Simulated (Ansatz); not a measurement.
# AlH4 (charge −1): what the fields show

```xyz
5

Al   -0.0007   -0.0006   -0.0001
H     0.0126   -0.0199    1.6445
H     1.5461    0.0125   -0.5589
H    -0.7827    1.3476   -0.5257
H    -0.7753   -1.3396   -0.5596
```

Geometry: r2SCAN-D4/def2-TZVPD.

Method: RKS PBE0-D4/def2-TZVPD (Ansatz 0.2.0).

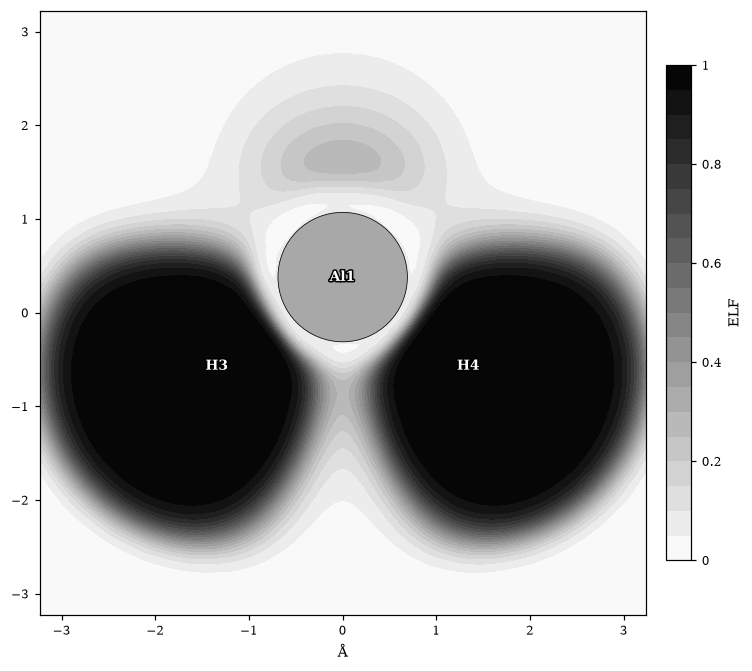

Figure 1. Electron localisation function on the plane of atoms H3, Al1 and H4. Grey discs cover the atomic cores.

What does the map show?

Answer.
- The section cuts through Al and H sites.
- Al–H (1.64 Å): the ELF climbs to about 1 towards the hydrogen.

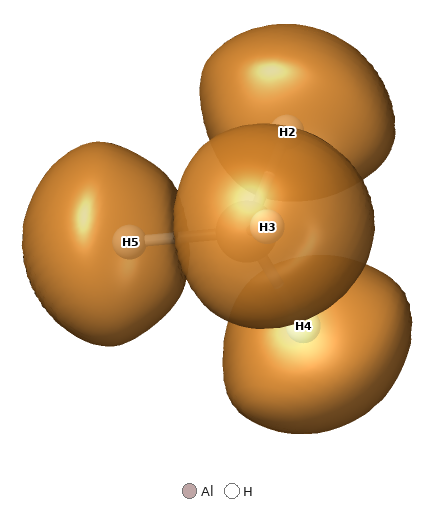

Figure 2. Isosurface of the electron localisation function at 0.75 (orange), seen across its widest extent. Only the valence region is drawn (cores and ρ < 0.01 e/Å³ removed).

Describe the localisation domains.

Answer. At this value the surface marks out four regions around hydrogen nuclei.

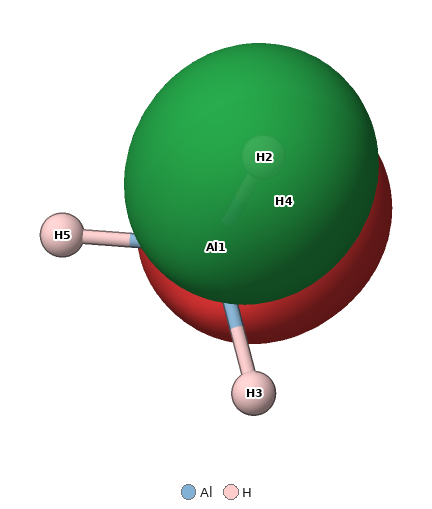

Figure 3. The HOMO at ±0.1 Å⁻³ᐟ² (green and red are the two phases), seen from one side.

Describe this orbital and give its energy.

Answer. By Hirshfeld shares it lies mainly on Al1 (about 35 %), H2 (about 30 %) and H4 (about 30 %). It is one of a degenerate set, so its orientation is arbitrary. Its energy is −2.33 eV.
